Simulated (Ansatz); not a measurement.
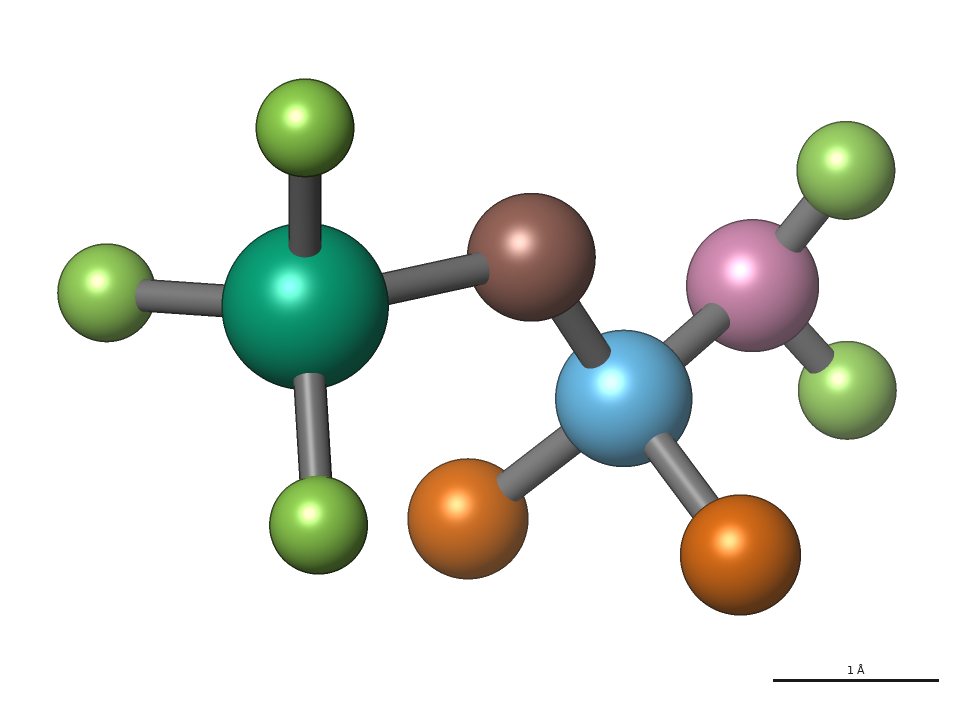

A ball-and-stick model of a molecule. Colours: nitrogen pink, carbon blue, fluorine orange, oxygen brown, silicon teal, hydrogen green.

Computed geometry: PBE0-D4/def2-TZVP optimisation. No frequency run is at hand to confirm it as a minimum.

**Which formula does it have?**

CH5F2NOSi, 11 atoms: 1 carbon, 5 hydrogen, 2 fluorine, 1 nitrogen, 1 oxygen and 1 silicon.

**Describe its rings.**

It has no ring.

**What is the point group of this geometry?**

C1.

**What is its SMILES?**

NC(F)(F)O[SiH3]

The parts below concern this one geometry. Atoms keep their numbers from picture to picture.

## Shape

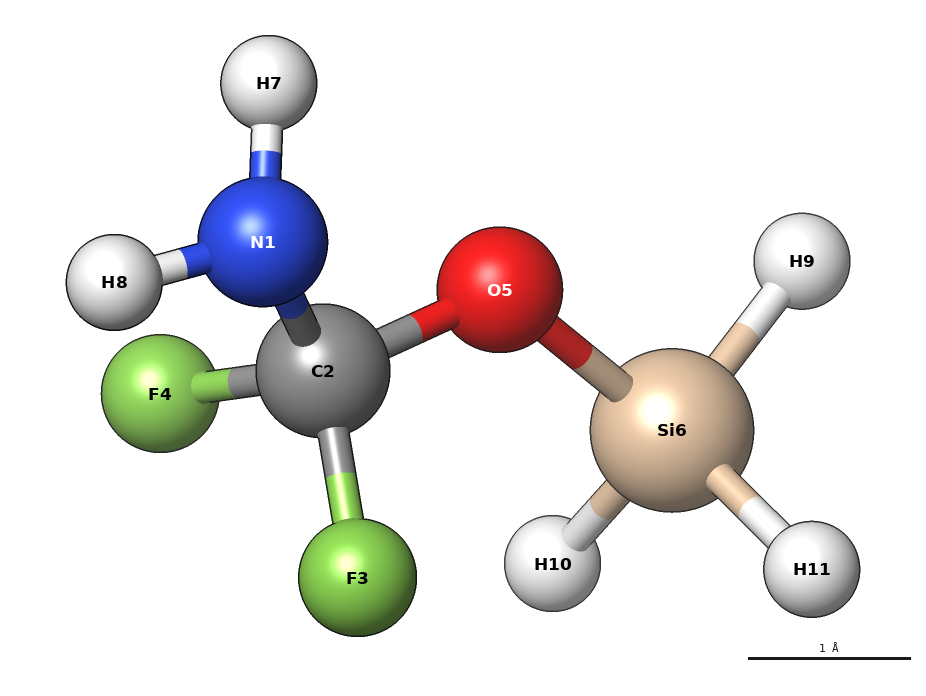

The atoms are numbered. No frequency run is at hand to confirm it as a minimum.

**What is the geometry at N1?**

N1 has 3 neighbours (C2 at 1.40, H7 at 1.01, H8 at 1.01 Å); the arrangement is trigonal pyramidal.

**Describe the coordination of atom 2.**

C2 has 4 neighbours (N1 at 1.40, F3 at 1.36, F4 at 1.38, O5 at 1.35 Å); the arrangement is tetrahedral.

**How are the neighbours of atom 5 arranged?**

O5 has 2 neighbours (C2 at 1.35, Si6 at 1.67 Å); the arrangement is bent.

**Describe the coordination of atom 6.**

Si6 has 4 neighbours (O5 at 1.67, H9 at 1.48, H10 at 1.48, H11 at 1.48 Å); the arrangement is tetrahedral.

**What is the dihedral angle F4–C2–O5–Si6?**

78° in size, that is gauche.

## Levels of theory compared

No frequency run is at hand to confirm it as a minimum. Program: Ansatz 0.2.0.

Tabulate HOMO–LUMO gap (eV) at these levels: B3LYP-D4/def2-TZVPP; PBE-D4/def2-TZVPP; PBE0-D4/def2-TZVPP; r2SCAN-D4/def2-TZVPP; ωB97M-V/def2-TZVPP; ωB97X-V/def2-TZVPP.

```csv
level,HOMO–LUMO gap (eV)
B3LYP-D4/def2-TZVPP,8.05
PBE-D4/def2-TZVPP,6.03
PBE0-D4/def2-TZVPP,8.55
r2SCAN-D4/def2-TZVPP,6.88
ωB97M-V/def2-TZVPP,12.66
ωB97X-V/def2-TZVPP,13.11
```

## Dipole moment

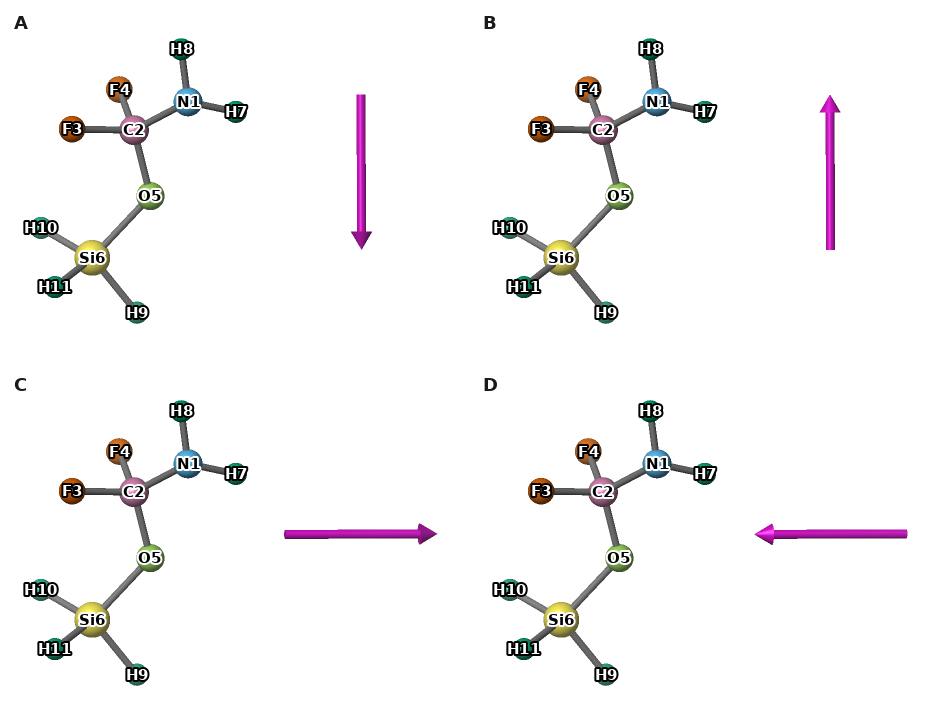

The same molecule four times, each with an arrow. No frequency run is at hand to confirm it as a minimum. Method: RKS ωB97M-V/def2-TZVPP (Ansatz 0.2.0).

**Which arrow points along the dipole moment, from the negative to the positive end?**

C. The dipole moment is 1.27 D; it points from the side of H11 to the side of H7 (the outermost atoms at the two ends).

## Charges

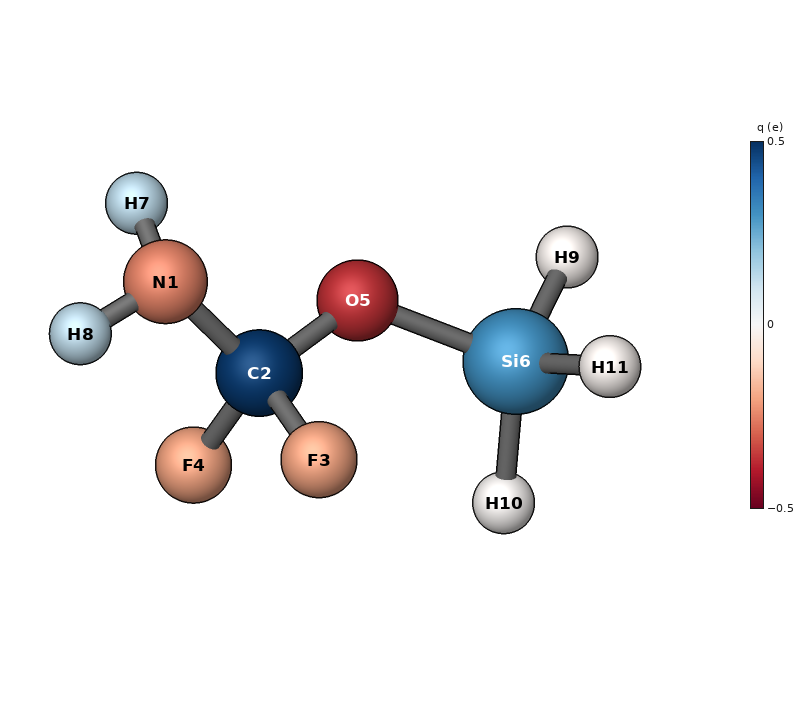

Atoms are coloured by their Mulliken charges. No frequency run is at hand to confirm it as a minimum. Method: RKS ωB97M-V/def2-TZVPP (Ansatz 0.2.0).

**Which atom carries the highest charge (most positive or least negative)?**

C2 (0.48 e).

**And the lowest?**

O5 (−0.36 e).

List the Mulliken charges.

| atom | value (e) |
| --- | --- |
| N1 | −0.24 |
| C2 | 0.48 |
| F3 | −0.20 |
| F4 | −0.20 |
| O5 | −0.36 |
| Si6 | 0.30 |
| H7 | 0.13 |
| H8 | 0.13 |
| H9 | −0.02 |
| H10 | −0.01 |
| H11 | −0.02 |

Mulliken values depend strongly on the basis set and can even reverse the polarity of a bond.
